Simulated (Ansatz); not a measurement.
# The perfect GaSb wire along [110], 6 atoms a period, H-terminated, part 2 of 2

Wanted: the relaxed geometry and the bands of the GaSb wire along [110], 6 atoms a period, H-terminated.

Ansatz 0.2.0; DFT PBE, plane waves, PAW; relaxation of a wire's period; PAW set soft_1 (the session's first sound run).

So far. Step 2 (Relaxing the period): The cell's length comes to 4.509 Å with spin left out.

## (3) The perfect wire

This step: DFT PBE, plane waves, PAW; bands of a perfect wire; PAW set soft_1 (Ansatz 0.2.0).

At the relaxed period the bands are computed along the axis; those that cross an energy going forward count the channels that a perfect wire would open there.

File input.yaml:

```yaml
crystal:
  lattice:
    - [13.38, 0.0, 0.0]
    - [0.0, 14.049, 0.0]
    - [0.0, 0.0, 4.5087875305]
  atoms:
    - { symbol: Sb, position: [0.348150754, 0.499995414, 0.0] }
    - { symbol: H, position: [0.371720536, 0.753956966, 0.0] }
    - { symbol: Ga, position: [0.447341685, 0.668955093, 0.0] }
    - { symbol: Ga, position: [0.447341685, 0.331035735, 0.0] }
    - { symbol: H, position: [0.743247573, 0.499995414, 0.192665057] }
    - { symbol: H, position: [0.261970918, 0.499995414, 0.280152697] }
    - { symbol: Sb, position: [0.556499896, 0.64548549, 0.5] }
    - { symbol: Sb, position: [0.556499896, 0.354505338, 0.5] }
    - { symbol: H, position: [0.625308547, 0.748493745, 0.5] }
    - { symbol: H, position: [0.625308547, 0.251497083, 0.5] }
    - { symbol: Ga, position: [0.691059698, 0.499995414, 0.5] }
    - { symbol: H, position: [0.261970918, 0.499995414, 0.719847303] }
    - { symbol: H, position: [0.743247573, 0.499995414, 0.807334943] }
    - { symbol: H, position: [0.371720536, 0.246033862, 0.0] }
kpoints:
  mp_grid: { grid: [1, 1, 18] }
  band_path: { path: ["Γ", Z], npoints: 90 }
scf:
  occupations: { method: fermi_dirac, width: 0.05 }
hamiltonian:
  xc: pbe
  pseudopotentials: { kind: paw, azcp: { folder: soft_1 } }
output:
  dos: { e_range: [-5, 4] }
  write_potential: true
  write_density: true
  volumetric_format: npy
```

Started as:

```sh
> ansatz run input.yaml --threads 4 --pin off --max-ram 16384MiB --backend cpu --events-out ev --progress --plain --runs-dir out
```

Numbers of over 12 decimals in the logs are rounded to 6 here.

What it wrote:

```text
[...]
Crystal: 14 atoms, lattice volume = 847.542 Å³
Basis set: ecut = 420 eV, 16653 PW (Γ)
Bands: 60, of which v1, the nominal top of the filled ones, is band 46 counted from 1 (45 counted from 0)
Symmetry: 4 space group operations
[...]
k-points: 10 of 18
[...]
SCF iter   1: F=—  HF=-30929.728969 eV  |F-HF|=—  |Δ(HF+E_count)|=         —  Δρ=3.04e-2  dr2=7.64e0  ethr=3.10e-3  ⟨swp⟩=9.0  Hψ=2919  notcnv=0  defer=6
[...]
SCF iter  10: F=-30927.387705 eV  HF=-30927.387706 eV  |F-HF|=2.07e-8  |Δ(HF+E_count)|=   2.03e-7  Δρ=1.62e-6  dr2=2.32e-8  ethr=1.09e-10  ⟨swp⟩=14.9  Hψ=2894  notcnv=0
SCF 1 converged in 10 iterations: F = -30927.387705 eV  dr2 = 2.32e-8
[...]
NSCF: frozen V_eff on 91 k-points
WARN: The output density's exchange-correlation potential varies sharply where the density is thin. Do not read a vacuum level from v_tot or v_xc, or from such a field of the output density. On a cell that repeats whose density bears no net charge and no dipole along the vacuum's axis use v_es (v_loc + v_h of the components); under efield.dipole_correction with no amplitude use v_es + v_field, which holds any externa [...]
SCF converged after 10 iterations
Free energy (F): -30927.387705 eV
[...]
Internal energy: -30927.387705 eV  (E = F + TS)
E sigma→0 (E₀):  -30927.387705 eV
Fermi energy:    -1.740858 eV
[...]
--- Band table (eV; the first three rows and the last of 10) ---
  k-point 0: bands = [... 42 lower, -3.6371, -3.4244, -3.0952, -2.7407, -0.7345, -0.6706, 0.1551, 0.7838, ... 10 higher]
  k-point 1: bands = [... 42 lower, -3.5485, -3.4284, -3.2315, -2.8653, -0.5379, -0.4811, 0.2137, 0.7874, ... 10 higher]
  k-point 2: bands = [... 42 lower, -3.5866, -3.5213, -3.4412, -3.0931, -0.0773, -0.0268, 0.3680, 0.7873, ... 10 higher]
  k-point 9: bands = [... 42 lower, -4.2682, -3.8215, -3.7212, -3.5553, -0.3227, 0.6411, 1.1143, 1.1904, ... 10 higher]
```

Run time: 91 s. Hardware: 4 threads of Arm Neoverse V1, shared host; peak memory 2.8 GiB.

Numbers from this step:

* band gap: 2.006 eV

The electronic bands at the labelled points (eV, zero at the Fermi level):

```
point  band 43  band 44  band 45  band 46  band 47  band 48  band 49  band 50
    Γ    -1.90    -1.68    -1.35    -1.00     1.01     1.07     1.90     2.52
    Z    -2.53    -2.08    -1.98    -1.81     1.42     2.38     2.86     2.93
```

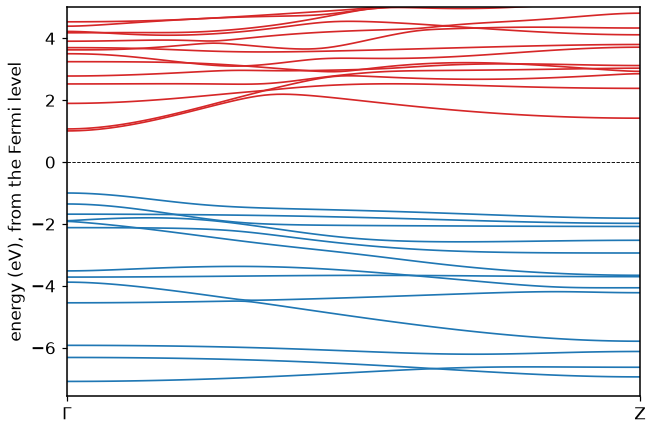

Electronic bands along the path; lines of filled and empty bands in two colours.

The gap is 2.01 eV, with spin left out.

The path shows a direct gap of 2.01 eV (valence top at Γ, conduction bottom at Γ).

## (4) Another level of theory, cutoff 500 eV, k-mesh 1×1×14

This step: DFT r2SCAN, plane waves, PAW; bands of a perfect wire at the PBE geometry; PAW set soft_1 (Ansatz 0.2.0).

The atoms stay at the PBE geometry and the functional changes. r2SCAN also reads the kinetic-energy density; it often gives larger moments and wider gaps than PBE, at a higher cost. Against the first PBE run of this kind, the cutoff is 500 eV against 420 and the mesh along the wire has 14 points against 18.

Edit input.yaml of step 3 so:

```diff
@@ -21,3 +21,3 @@
 kpoints:
-  mp_grid: { grid: [1, 1, 18] }
+  mp_grid: { grid: [1, 1, 14] }
   band_path: { path: ["Γ", Z], npoints: 90 }
@@ -26,8 +26,3 @@
 hamiltonian:
-  xc: pbe
+  xc: r2scan
   pseudopotentials: { kind: paw, azcp: { folder: soft_1 } }
-output:
-  dos: { e_range: [-5, 4] }
-  write_potential: true
-  write_density: true
-  volumetric_format: npy
```

What it wrote:

```text
[...]
Crystal: 14 atoms, lattice volume = 847.542 Å³
Basis set: ecut = 500 eV, 21511 PW (Γ), exchange–correlation on 400×432×144 points (64 copies of the dense FFT grid, shifted against one another)
Bands: 60, of which v1, the nominal top of the filled ones, is band 46 counted from 1 (45 counted from 0)
Symmetry: 4 space group operations
[...]
k-points: 8 of 14
[...]
--- Band table (eV; the first three rows and the last of 8) ---
  k-point 0: bands = [... 42 lower, -3.8784, -3.6521, -3.3151, -2.9543, -0.6604, -0.5660, 0.3628, 0.9948, ... 10 higher]
  k-point 1: bands = [... 42 lower, -3.7840, -3.6598, -3.5306, -3.1461, -0.3448, -0.2555, 0.4650, 1.0037, ... 10 higher]
  k-point 2: bands = [... 42 lower, -3.9360, -3.9047, -3.6847, -3.4074, 0.3154, 0.4305, 0.7071, 1.0008, ... 10 higher]
  k-point 7: bands = [... 42 lower, -4.5513, -4.0820, -3.9617, -3.7933, -0.2611, 0.8106, 1.2967, 1.3961, ... 10 higher]
[key lines of the parts left out:]
SCF converged after 9 iterations
Free energy (F): -30993.691650 eV
Fermi energy:    -1.809874 eV
```

Elapsed: 2.6 min, on 4 threads; peak memory 4.6 GiB; 10 min of CPU time.

This step gave:

```yaml
band_gap: 2.294 eV
```

The gap is 2.29 eV, against 2.01 eV under PBE at the relaxed period.

## (5) Levels at the same atoms, level HSE06, cutoff 420 eV

This step: DFT HSE06, plane waves, PAW; levels of a perfect wire at the PBE geometry; PAW set soft_1 (Ansatz 0.2.0).

The atoms stay at the PBE geometry and the functional changes. HSE06 mixes in a quarter of short-range exact exchange, which removes part of the self-interaction that closes gaps; it is dear, so the mesh is thinner and no path is run. Against the first PBE run of this kind, the mesh along the wire has 7 points against 18.

Edit input.yaml of step 4 so:

```diff
@@ -21,4 +21,3 @@
 kpoints:
-  mp_grid: { grid: [1, 1, 14] }
-  band_path: { path: ["Γ", Z], npoints: 90 }
+  mp_grid: { grid: [1, 1, 7] }
 scf:
@@ -26,3 +25,3 @@
 hamiltonian:
-  xc: r2scan
+  xc: hse06
   pseudopotentials: { kind: paw, azcp: { folder: soft_1 } }
```

What it wrote:

```text
[...]
Crystal: 14 atoms, lattice volume = 847.542 Å³
Basis set: ecut = 420 eV, 16653 PW (Γ)
Bands: 60, of which v1, the nominal top of the filled ones, is band 46 counted from 1 (45 counted from 0)
Symmetry: 4 space group operations
[...]
k-points: 4 of 7
[...]
SCF iter   6: F=-30927.387774 eV  HF=-30927.387991 eV  |F-HF|=2.16e-4  |Δ(HF+E_count)|=   8.42e-5  Δρ=1.93e-4  dr2=3.47e-4  ethr=3.55e-6  ⟨swp⟩=4.0  Hψ=528  notcnv=0
[...]
E sigma→0 (E₀):  -30941.996798 eV
Fermi energy:    -1.860227 eV
[...]
--- Band table (eV) ---
  k-point 0: bands = [... 42 lower, -4.2012, -3.9278, -3.5339, -3.2572, -0.4553]
  k-point 1: bands = [... 42 lower, -4.2132, -4.1476, -3.9603, -3.7511, 0.5331]
  k-point 2: bands = [... 42 lower, -4.8604, -4.3408, -4.0719, -3.8947, 0.4257]
  k-point 3: bands = [... 42 lower, -4.8962, -4.3619, -4.2115, -4.0616, 0.0013]
  guard bands above this table: 13 of the run's 60 bands. The solve was not asked for them (output.publish_guard_bands: true or output.eigenvalues: true publishes all)
[key lines of the parts left out:]
Free energy (F): -30941.996798 eV
```

Wall time 2.2 min (4 threads); peak memory 10 GiB; 8.7 min of CPU time.

This step gave:

```
band gap : 2.802 eV
```

The gap is 2.80 eV, against 2.01 eV under PBE at the relaxed period.

## (6) With spin-orbit coupling, k-mesh 1×1×12

This step: DFT PBE, plane waves, fully relativistic PAW; bands of a perfect wire with spin-orbit coupling; PAW set soft_1 (Ansatz 0.2.0).

Spin-orbit coupling mixes the spins and splits bands that cross or touch without it, so it can open or close channels. Fully relativistic datasets take the place of the scalar ones. Against the first PBE run of this kind, the mesh along the wire has 12 points against 18.

Edit input.yaml of step 5 so:

```diff
@@ -21,3 +21,4 @@
 kpoints:
-  mp_grid: { grid: [1, 1, 7] }
+  mp_grid: { grid: [1, 1, 12] }
+  band_path: { path: ["Γ", Z], npoints: 90 }
 scf:
@@ -25,3 +26,6 @@
 hamiltonian:
-  xc: hse06
-  pseudopotentials: { kind: paw, azcp: { folder: soft_1 } }
+  xc: pbe
+  pseudopotentials: { kind: paw_fr, azcp: { folder: soft_1 } }
+magnetization:
+  noncollinear: true
+  spin_orbit: true
```

What it wrote:

```text
[...]
non-collinear run that drives no moment, with spin-orbit: no starting moment large enough to seed its density (crystal.atoms[].spin), no starting occupations that ask for one, no magnetisation constraint and no magnetic field, so the semilocal B_xc is pinned to zero
Crystal: 14 atoms, lattice volume = 847.542 Å³
Basis set: ecut = 420 eV, 16653 PW (Γ)
[...]
k-point 0: bands = [... 88 lower, -3.0507, -3.0507, -2.7280, -2.7280, -0.7308, -0.7308, -0.6686, -0.6686, ... 24 higher]
  k-point 1: bands = [... 88 lower, -3.3026, -3.2508, -2.9935, -2.9464, -0.3752, -0.3176, -0.2767, -0.2334, ... 24 higher]
  k-point 2: bands = [... 88 lower, -3.4441, -3.4366, -3.2475, -3.1697, 0.3137, 0.4383, 0.4704, 0.5459, ... 24 higher]
  k-point 6: bands = [... 88 lower, -3.7135, -3.7135, -3.5396, -3.5396, -0.3189, -0.3189, 0.6391, 0.6391, ... 24 higher]
[key lines of the parts left out:]
SCF converged after 10 iterations
Magnetization: |M| = 0.0000 μB,  M = (+0.0000, +0.0000, +0.0000) μB
Free energy (F): -30934.846926 eV
Fermi energy:    -1.735275 eV
```

Wall time 11 min (4 threads); peak memory 10 GiB.

Numbers from this step:

| Item | Value |
| --- | --- |
| band gap | 1.995 eV |

Electronic bands along the path, in eV, zero at the Fermi level; v1 is the highest filled band, c1 the lowest empty one:

```
point     v4     v3     v2     v1    c1    c2    c3    c4
    Γ  -1.32  -1.32  -0.99  -0.99  1.00  1.00  1.07  1.07
    Z  -1.98  -1.98  -1.80  -1.80  1.42  1.42  2.37  2.37
```

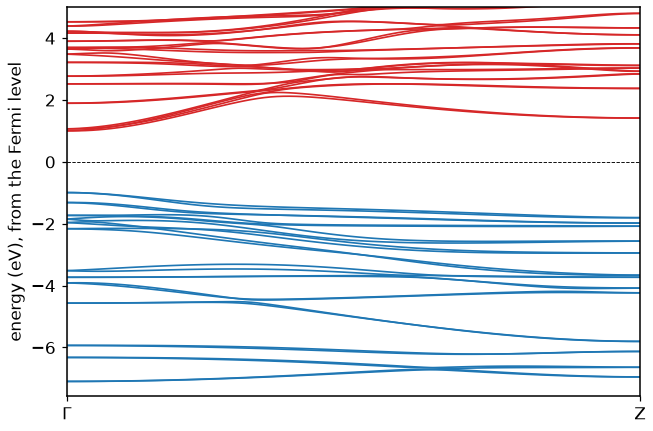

Electronic bands along the path; lines of filled and empty bands in two colours.

The gap is 2.00 eV, against 2.01 eV under PBE at the relaxed period, with no moment.

## (7) All levels side by side

Times are for 4 threads of Arm Neoverse V1, shared host. The runs compared:

```
no.     run  band gap (eV)     time  memory (GiB)
  1    lead          2.006     91 s           2.8
  2  levels          2.294  2.6 min           4.6
  3  levels          2.802  2.2 min            10
  4     SOC          1.995   11 min            10
```

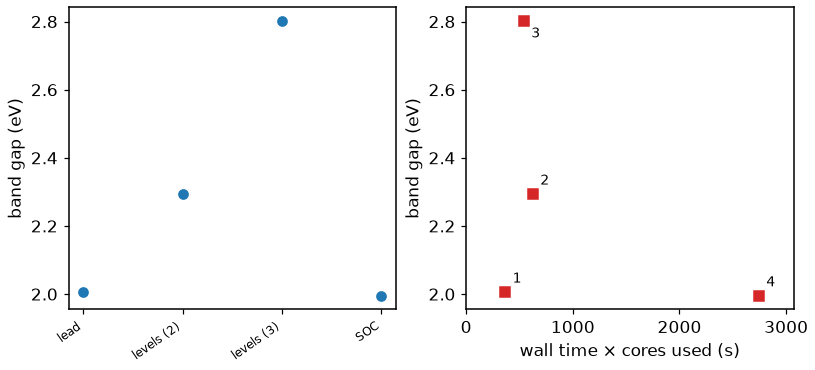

The series as plots; the last panel sets the first result against cost, with the runs numbered as in the table.

## (8) Results

- cell length, PBE: 4.509 Å
- gap, PBE: 2.01 eV
- gap, r2SCAN: 2.29 eV
- gap, HSE06: 2.80 eV
- gap, with spin-orbit coupling: 2.00 eV

**Reading.** Under PBE the cell's length is 4.51 Å, and a gap of 2.01 eV makes it a semiconductor. At the relaxed period the wire is gapped under every functional, from 2.01 eV (PBE) to 2.80 eV (HSE06). Weak screening in one dimension makes quasiparticle gaps larger than the semilocal gaps, as a rule. Plain hydrogen on a compound's surface is a simple closure: it may leave surface states, and facets that end in unlike atoms put a field across the wire, both of which shrink the gap. A hybrid's gap is read on a coarse mesh, without a band path.

[Logs are printed without paths, hosts, clocks, repeated set-up lines and the standing remarks that a program may print on its own settings, such as how far it seeks lower states.]

[Hosts, paths, dates, database ids (printed as entryN), source tags and the programs' standing remarks are cut or masked in the printed files.]
